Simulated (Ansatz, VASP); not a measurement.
# CoSi2: VASP beside Ansatz

One calculation is typed for both programs; each brings its own data sets and cutoff. How far apart do they land? The cell is taken from a series of runs on this material, whose earlier steps may have relaxed or scaled it; both programs get it as it stands.

Method: plane waves, with VASP 6.6.1 beside it; single point at PBE, in Ansatz 0.2.0.

**1. Starting point**

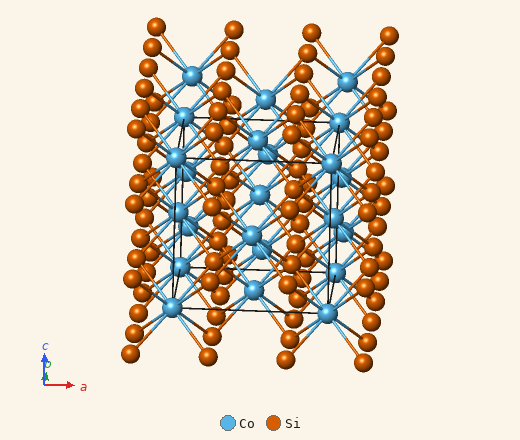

The starting structure, seen slightly off an axis (cobalt blue, silicon orange). 1×2×1 cells are drawn. This picture shows the conventional cell, with its axes. Some periodic images of atoms are drawn too.

Coordinates:

```cif
data_structure
_symmetry_space_group_name_H-M 'P 1'
_symmetry_Int_Tables_number 1
_cell_length_a 3.7873
_cell_length_b 3.7873
_cell_length_c 3.7873
_cell_angle_alpha 60.000
_cell_angle_beta 60.000
_cell_angle_gamma 60.000
_cell_volume 38.41
loop_
_atom_site_label
_atom_site_type_symbol
_atom_site_fract_x
_atom_site_fract_y
_atom_site_fract_z
_atom_site_occupancy
Co1 Co 0.00000 0.00000 0.00000 1
Si2 Si 0.75000 0.75000 0.75000 1
Si3 Si 0.25000 0.25000 0.25000 1
```

**2. Ansatz: single point, PBE**

Ansatz runs on its default PAW (the set named soft_2) files.

A single point gives forces, pressure and levels at one fixed geometry, so differences don't come from the geometry; what else differs is listed under the comparison.

input.yaml

```yaml
crystal:
  lattice:
    - [0.0, 2.678, 2.678]
    - [2.678, 0.0, 2.678]
    - [2.678, 2.678, 0.0]
  atoms:
    - { symbol: Co, position: [0.0, 0.0, 0.0] }
    - { symbol: Si, position: [0.75, 0.75, 0.75] }
    - { symbol: Si, position: [0.25, 0.25, 0.25] }
kpoints:
  mp_grid: { grid: [8, 8, 8] }
  band_path:
    path:
      - [[0.0, 0.0, 0.0], [0.5, 0.0, 0.5], [0.5, 0.25, 0.75], [0.375, 0.375, 0.75], [0.0, 0.0, 0.0], [0.5, 0.5, 0.5], [0.625, 0.25, 0.625], [0.5, 0.25, 0.75], [0.5, 0.5, 0.5], [0.375, 0.375, 0.75]]
      - [[0.625, 0.25, 0.625], [0.5, 0.0, 0.5]]
    npoints: 5
scf:
  occupations: { method: fermi_dirac, width: 0.05 }
  n_extra_bands: 7
hamiltonian:
  xc: pbe
  pseudopotentials: { kind: paw }
output:
  forces: true
  stress: true
  populations: true
  write_bands: true
```

On the command line:

```
$ ansatz run input.yaml --threads 4 --pin off --max-ram 8192MiB --backend cpu --events-out ev --progress --plain --runs-dir out
```

Numbers of over 12 decimals in the logs are rounded to 6 here.

What it wrote:

```text
scf.n_extra_bands = 7 over 13 filled bands (N_el = 25.0): the run solves 20 bands
Engine: ansatz 0.2.0, aarch64-unknown-linux-gnu
Pseudopotentials: kind: paw
Pseudopotential: Co, paw, valence charge 17, recommended cutoff 420 eV (normal), Co.paw.azcp
Pseudopotential: Si, paw, valence charge 4, recommended cutoff 420 eV (normal), Si.paw.azcp
Functional definition: PBE
  parameter kappa = 0.804
  parameter beta = 0.066725
  exchange = pbe_x(kappa = kappa, mu = beta*pi^2/3)
  correlation = pbe_c(beta = beta)
Crystal: 3 atoms, lattice volume = 38.412 Å³
Basis set: ecut = 420 eV, 749 PW (Γ), exchange–correlation on 54×54×54 points (8 copies of the dense FFT grid, shifted against one another)
Bands: 20, of which v1, the nominal top of the filled ones, is band 13 counted from 1 (12 counted from 0)
Symmetry: 48 space group operations
Space group: Fm-3m (ITA 225), of the structure as read, at distance tolerance 3.4e-5 Å
k-points: 29 of 512
Non-local potential: Co, projectors of the file, l = 0: 3, l = 1: 2, l = 2: 3, l = 3: 1
Non-local potential: Si, projectors of the file, l = 0: 2, l = 1: 2, l = 2: 2
PAW form: soft (Blöchl's): semilocal exchange-correlation on the pseudo side does not see the compensation charge
PAW one-centre angular grid: Co, 590 points (default); XC on 64 Gauss nodes
PAW one-centre angular grid: Si, 110 points (default); XC on 64 Gauss nodes
Initial density: superposition of atomic densities (neutral atoms: chi_scale 0, normalization atom), corrected by the library's trained network
Initial wavefunctions: pseudopotential atomic-orbital guess
Functional: x = pbe(κ = 0.804, μ = 0.219515), c = pbe(β = 0.066725)
SCF iter   1: F=—  HF=-6399.178687 eV  |F-HF|=—  |Δ(HF+E_count)|=         —  Δρ=5.38e-3  dr2=1.14e-2  ethr=1.77e-3  ⟨swp⟩=5.3  Hψ=2946  notcnv=0  defer=6
preconditioner: auto → Kerker (q_TF=auto, 2.540 Å⁻¹)  [metal: Δε(μ)=0.118 eV  Ē_g=10.141 eV  σ=0.050 eV  W_gap=0.43  n_scr=14 (ndim 8)  ℏωp=24.7 eV  f_vac=0.002  D(μ)=1.12/eV (n_scr^D=8)]
SCF iter   2: F=—  HF=-6399.178270 eV  |F-HF|=—  |Δ(HF+E_count)|=   4.16e-4  Δρ=3.12e-3  dr2=4.52e-3  ethr=4.57e-5  ⟨swp⟩=1.2  Hψ=818  notcnv=0  defer=24
SCF iter   3: F=—  HF=-6399.178223 eV  |F-HF|=—  |Δ(HF+E_count)|=   4.74e-5  Δρ=1.23e-3  dr2=3.54e-4  ethr=1.81e-5  ⟨swp⟩=2.0  Hψ=697  notcnv=0  defer=24
SCF iter   4: F=—  HF=-6399.178278 eV  |F-HF|=—  |Δ(HF+E_count)|=   5.50e-5  Δρ=1.27e-3  dr2=4.16e-4  ethr=1.41e-6  ⟨swp⟩=2.2  Hψ=708  notcnv=0  defer=24
SCF iter   5: F=—  HF=-6399.178256 eV  |F-HF|=—  |Δ(HF+E_count)|=   2.12e-5  Δρ=2.51e-4  dr2=1.68e-5  ethr=1.41e-6  ⟨swp⟩=1.1  Hψ=522  notcnv=0  defer=24
SCF iter   6: F=—  HF=-6399.178253 eV  |F-HF|=—  |Δ(HF+E_count)|=   3.94e-6  Δρ=1.53e-4  dr2=6.24e-6  ethr=6.73e-8  ⟨swp⟩=1.0  Hψ=516  notcnv=0  defer=24
SCF iter   7: F=—  HF=-6399.178253 eV  |F-HF|=—  |Δ(HF+E_count)|=   1.15e-8  Δρ=2.33e-5  dr2=1.60e-7  ethr=2.50e-8  ⟨swp⟩=2.2  Hψ=692  notcnv=0  defer=24
SCF iter   8: F=-6399.178253 eV  HF=-6399.178253 eV  |F-HF|=1.42e-8  |Δ(HF+E_count)|=   7.31e-9  Δρ=8.59e-6  dr2=1.70e-8  ethr=4.00e-10  ⟨swp⟩=8.1  Hψ=2314  notcnv=0
SCF 1 converged in 8 iterations: F = -6399.178253 eV  dr2 = 1.70e-8
  greatest PAW one-centre occupation: 1.000 electrons in one spin orbital (limit 2), on the Co atom at site 0 (counted from 0), in its partial waves of l = 0
NSCF: frozen V_eff on 52 k-points
SCF converged after 8 iterations
Free energy (F): -6399.178253 eV
Harris-Foulkes:  -6399.178253 eV  (|F-HF|=1.42e-8)
Internal energy: -6399.169691 eV  (E = F + TS)
E sigma→0 (E₀):  -6399.173972 eV
Entropy (-TS):   -0.008562 eV (-2.854 meV/atom)
Fermi energy:    12.855291 eV
--- Per-component energies (eV) ---
  E_band       = -284.001984
  E_kinetic    = 547.575396
  E_local      = -4096.335628  (includes V_loc(G=0)·N_el)
  E_nonlocal   = 501.245678
  E_hartree    = 1782.412434
  E_xc         = -274.105340
  E_vxc        = -305.263796  (∫ρ·V_xc dr)
  E_paw        = -2541.475946  (= ΣΔE_a)
  E_vpaw       = -496.037919  (= ΣTr[D̂ρ^β])
  E_aug_tail   = 0.000153  (compensation charges beyond the density's cutoff)
  E_ewald      = -2318.486437
  E_smearing   = -0.008562  (= −TS)
  E_closure    = 0.000000  (closes the sum)
  Σ components = -6399.178253   (vs F -6399.178253, Δ=0.00e0)
--- Forces (eV/Å), atoms counted from 1 ---
  atom   1  Co    -0.00000000     0.00000000     0.00000000
  atom   2  Si    -0.00000000     0.00000000     0.00000000
  atom   3  Si    -0.00000000     0.00000000     0.00000000
  max |Σ_I F_I| component: 5.55e-17 eV/Å
--- Stress (GPa, compression-positive) ---
        0.360499       0.000000      -0.000000
       -0.000000       0.360499       0.000000
       -0.000000      -0.000000       0.360499
  P = ⅓ Tr σ = 0.3605 GPa (3.605 kbar)
--- Band table (eV; the first three rows and the last of 29) ---
  k-point 0: bands = [... 9 lower, 10.9878, 13.6379, 16.3092, 16.3092, 16.3092, 16.3240, 16.3240, 16.3240, ... 3 higher]
  k-point 1: bands = [... 9 lower, 10.9215, 13.5564, 14.5703, 15.2006, 15.2006, 17.3178, 17.3178, 18.1412, ... 3 higher]
  k-point 2: bands = [... 9 lower, 10.8433, 12.0319, 14.0786, 14.0786, 15.1462, 16.8100, 16.8100, 17.4851, ... 3 higher]
  k-point 28: bands = [... 9 lower, 10.5931, 10.9451, 11.4451, 12.2189, 16.5246, 16.5246, 18.7139, 19.4950, ... 3 higher]
--- Löwdin populations: 3 sites ---
  site symbol       q [e]
     0     Co     16.7227
     1     Si      3.9669
     2     Si      3.9669
  spilling = 0.013736 (of n_electrons = 25.000000)
```

**3. VASP: single point, PBE**

The same cell, functional, mesh and smearing now go to VASP, with its own data sets and cutoff.

Lines of VASP's logs that name or quote its potential files are left out, and so is its time.

INCAR

```
SYSTEM = CoSi2
PREC = Accurate
ENCUT = 400
EDIFF = 1E-06
NELM = 100
ISMEAR = -1
SIGMA = 0.05
LREAL = .FALSE.
ALGO = Normal
GGA = PE
NBANDS = 14
LASPH = .TRUE.
LORBIT = 11
LWAVE = .FALSE.
LCHARG = .FALSE.
KPAR = 2
ISIF = 2
```

POSCAR

```
CoSi2
1.0
    0.0000000000      2.6780000000      2.6780000000
    2.6780000000      0.0000000000      2.6780000000
    2.6780000000      2.6780000000      0.0000000000
Co Si
1 2
Direct
    0.0000000000      0.0000000000      0.0000000000
    0.7500000000      0.7500000000      0.7500000000
    0.2500000000      0.2500000000      0.2500000000
```

KPOINTS

```
Automatic mesh
0
Gamma
8 8 8
0 0 0
```

PAW data sets: Co and Si (PBE family, release 64).

On the command line:

```
$ mpirun -np 2 vasp_std
```

What it wrote:

```text
[banner, memory and clock lines left out]
running    2 mpi-ranks, on    1 nodes
 distrk:  each k-point on    1 cores,    2 groups
 distr:  one band on    1 cores,    1 groups

 POSCAR found type information on POSCAR CoSi
 POSCAR found :  2 types and       3 ions
 LDA part: xc-table for (Slater+PW92), standard interpolation
 POSCAR, INCAR and KPOINTS ok, starting setup
 FFT: planning ... GRIDC
 FFT: planning ... GRID_SOFT
 FFT: planning ... GRID
 WAVECAR not read
 entering main loop
       N       E                     dE             d eps       ncg     rms          rms(c)
DAV:   1     0.543626972251E+02    0.54363E+02   -0.58999E+03   820   0.930E+02
DAV:   2    -0.176347555806E+02   -0.71997E+02   -0.65205E+02   854   0.201E+02
DAV:   3    -0.206672441142E+02   -0.30325E+01   -0.29732E+01  1072   0.471E+01
DAV:   4    -0.207212244269E+02   -0.53980E-01   -0.53940E-01   998   0.618E+00
DAV:   5    -0.207229323476E+02   -0.17079E-02   -0.17078E-02  1106   0.115E+00    0.144E+01
DAV:   6    -0.245185829823E+02   -0.37957E+01   -0.30630E+01   962   0.118E+02    0.181E+01
DAV:   7    -0.193096317846E+02    0.52090E+01   -0.13328E+01  1038   0.925E+01    0.329E+00
DAV:   8    -0.193348864274E+02   -0.25255E-01   -0.99371E-01  1040   0.760E+00    0.201E+00
DAV:   9    -0.192980981591E+02    0.36788E-01   -0.10815E-01  1002   0.661E+00    0.475E-01
DAV:  10    -0.192982697115E+02   -0.17155E-03   -0.76947E-03  1158   0.141E+00    0.145E-01
DAV:  11    -0.192980141817E+02    0.25553E-03   -0.95237E-04  1084   0.617E-01    0.329E-02
DAV:  12    -0.192980457964E+02   -0.31615E-04   -0.96072E-05   940   0.794E-02    0.239E-02
DAV:  13    -0.192980438231E+02    0.19733E-05   -0.69077E-06  1116   0.382E-02    0.722E-03
DAV:  14    -0.192980440419E+02   -0.21877E-06   -0.83878E-07   616   0.141E-02
   1 F= -.19298044E+02 E0= -.19293882E+02  d E =-.832344E-02
```

From OUTCAR (step 3):

```text
ion  position               nearest neighbor table
   1  0.000  0.000  0.000-   2 2.32   3 2.32   2 2.32   2 2.32   3 2.32   2 2.32   3 2.32   3 2.32

  LATTYP: Found a face centered cubic cell.
 ALAT       =     5.3560000000

 Subroutine GETGRP returns: Found 48 space group operations
 (whereof 48 operations were pure point group operations)

The static configuration has the point symmetry O_h .

 Found     29 irreducible k-points:

   k-points           NKPTS =     29   k-points in BZ     NKDIM =     29   number of bands    NBANDS=     14

   dimension x,y,z NGX =    28 NGY =   28 NGZ =   28
   dimension x,y,z NGXF=    56 NGYF=   56 NGZF=   56

   ENCUT  =  400.0 eV  29.40 Ry    5.42 a.u.   6.18  6.18  6.18*2*pi/ulx,y,z

   NELECT =      17.0000    total number of electrons

 k-points in reciprocal lattice and weights: Automatic mesh
   0.00000000  0.00000000  0.00000000       0.002
   0.12500000  0.00000000  0.00000000       0.016
   0.25000000  0.00000000  0.00000000       0.016
   0.37500000  0.00000000  0.00000000       0.016
   0.50000000  0.00000000  0.00000000       0.008
   0.12500000  0.12500000  0.00000000       0.012
   0.25000000  0.12500000  0.00000000       0.047
   0.37500000  0.12500000  0.00000000       0.047
   0.50000000  0.12500000  0.00000000       0.047
[...]
-0.37500000  0.50000000  0.12500000       0.023
  -0.25000000  0.50000000  0.25000000       0.012

 average (electrostatic) potential at core
       1 -78.2504       2 -79.4519       3 -79.4519

 E-fermi :  10.0665

 k-point     1 :       0.0000    0.0000    0.0000
  band No.  band energies     occupation
    ...
      2       6.0201      2.00000
      3       6.0201      2.00000
      4       6.0201      2.00000
      5       8.1955      2.00000
      6       8.1955      2.00000
      7      10.8467      0.00000
      8      13.5066      0.00000
      9      13.5066      0.00000
     10      13.5066      0.00000
     11      13.5430      0.00000
    ...

 k-point     2 :       0.1250    0.0000    0.0000
  band No.  band energies     occupation
    ...
      2       5.4510      2.00000
      3       6.1029      2.00000
      4       6.1029      2.00000
      5       8.1300      2.00000
      6       8.1300      2.00000
      7      10.7576      0.00000
      8      11.7877      0.00000
      9      12.4095      0.00000
     10      12.4095      0.00000
     11      14.5236      0.00000
    ...

 k-point     3 :       0.2500    0.0000    0.0000
  band No.  band energies     occupation
    ...
      3       6.3007      2.00000
      4       6.3007      2.00000
      5       8.0527      2.00000
      6       8.0527      2.00000
      7       9.2411      2.00000
      8      11.2912      0.00000
      9      11.2912      0.00000
     10      12.3564      0.00000
     11      14.0038      0.00000
     12      14.0038      0.00000
    ...

  Total       -0.0108938     -0.0108938     -0.0108938      0.0000000      0.0000000     -0.0000000
  in kB       -0.4543890     -0.4543890     -0.4543890      0.0000000      0.0000000     -0.0000000
  external PRESSURE =      -0.4543890 kB  Pullay stress =       0.0000000 kB

  energy-cutoff  :      400.00
  volume of cell :       38.41
      direct lattice vectors                 reciprocal lattice vectors
     0.000000000  2.678000000  2.678000000    -0.186706497  0.186706497  0.186706497
     2.678000000  0.000000000  2.678000000     0.186706497 -0.186706497  0.186706497
     2.678000000  2.678000000  0.000000000     0.186706497  0.186706497 -0.186706497

 POSITION                                       TOTAL-FORCE (eV/Angst)
 -----------------------------------------------------------------------------------
      0.00000      0.00000      0.00000         0.000000      0.000000      0.000000
      4.01700      4.01700      4.01700        -0.000000     -0.000000      0.000000
      1.33900      1.33900      1.33900         0.000000      0.000000     -0.000000
 -----------------------------------------------------------------------------------
    total drift:                               -0.000000     -0.000000      0.000000

  FREE ENERGIE OF THE ION-ELECTRON SYSTEM (eV)
  ---------------------------------------------------
  free  energy   TOTEN  =       -19.2980440419 eV

  energy  without entropy=      -19.2897206043  energy(sigma->0) =      -19.29388232

 total charge
# of ion       s       p       d       tot
------------------------------------------
    1        0.542   0.719   7.593   8.853
    2        0.717   0.872   0.000   1.589
    3        0.717   0.872   0.000   1.589
--------------------------------------------------
tot          1.976   2.463   7.593  12.032

[... 3 further parts left out ...]
```

The run ends at a pressure of -0.05 GPa.

**4. Side by side**

Known differences besides the PAW data sets themselves: the data sets hold 25 valence electrons in Ansatz (default PAW (the set named soft_2) files) and 17 in VASP; the cutoff is 420 eV in Ansatz and 400 eV in VASP. Total energies have different zeros and are not compared.

The two programs side by side:

| quantity | Ansatz | VASP | difference |
| --- | --- | --- | --- |
| pressure (GPa) | 0.36 | -0.05 | +0.41 |

**5. What moves the difference**

How far does this hang on the set-up? Further runs change one program's set-up at a time, as the table lists.

| run | difference in pressure (GPa) |
| --- | --- |
| as above | 0.41 |
| VASP with the data sets Co_sv_GW and Si_GW and a cutoff of 620 eV | 0.83 |

**6. Outcome**

```
difference in pressure (single point, PBE) : 0.41 GPa
```

In words: The difference in pressure is 0.41 GPa (single point, PBE), within the 1 GPa picked in this series as the mark of a large difference. For single point, PBE: no further run halves the difference in pressure (one raises it to 0.83 GPa). How closely two codes agree says nothing of how well the functional describes the real material.

[Lines on the potential files, build, host, timing and source positions are cut from VASP's logs without a mark.]

[Logs are printed without paths, hosts, clocks, repeated set-up lines and the standing remarks that a program may print on its own settings, such as how far it seeks lower states.]

[Hosts, paths, dates, database ids (printed as entryN), source tags and the programs' standing remarks are cut or masked in the printed files.]
